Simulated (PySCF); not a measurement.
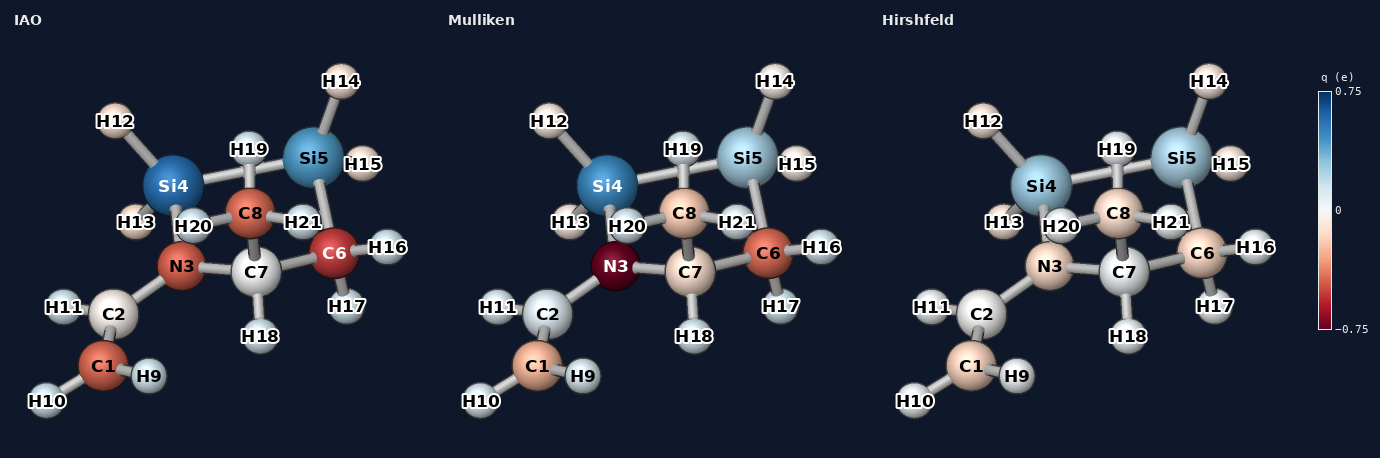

Atomic charges of one calculation by 3 schemes, on one colour scale. Computed geometry: GFN2-xTB optimisation. No frequency run is at hand to confirm it as a minimum. Level of theory: PBE0/pcSseg-1 (PySCF 2.14.0).

Question. Which scheme gives the most polar picture (largest mean size of the charges)?

Answer. The IAO charges are the largest in size here, and the Hirshfeld charges the smallest.

Question. On which atom do the schemes disagree most?

Answer. On N3 (from −0.75 to −0.14 e).

List the charges (e), one line for each set of equivalent atoms.

```
atom    IAO  Mulliken  Hirshfeld
  C1  −0.43     −0.25      −0.16
  C2  −0.03      0.09       0.00
  N3  −0.45     −0.75      −0.14
 Si4   0.57      0.50       0.28
 Si5   0.43      0.25       0.24
  C6  −0.53     −0.42      −0.16
  C7   0.01     −0.12       0.03
  C8  −0.43     −0.19      −0.12
  H9   0.14      0.11       0.03
 H10   0.15      0.11       0.04
 H11   0.14      0.10       0.05
 H12  −0.13     −0.06      −0.09
 H13  −0.11     −0.07      −0.08
 H14  −0.10     −0.04      −0.08
 H15  −0.10     −0.04      −0.07
 H16   0.15      0.14       0.04
 H17   0.15      0.15       0.04
 H18   0.14      0.13       0.04
 H19   0.13      0.11       0.04
 H20   0.15      0.13       0.04
 H21   0.14      0.11       0.04
```

The geometry is semi-empirical. Around Si such bond lengths and angles can be off by a tenth of an ångström or more and by several degrees, and values that hang on the shape move with them.
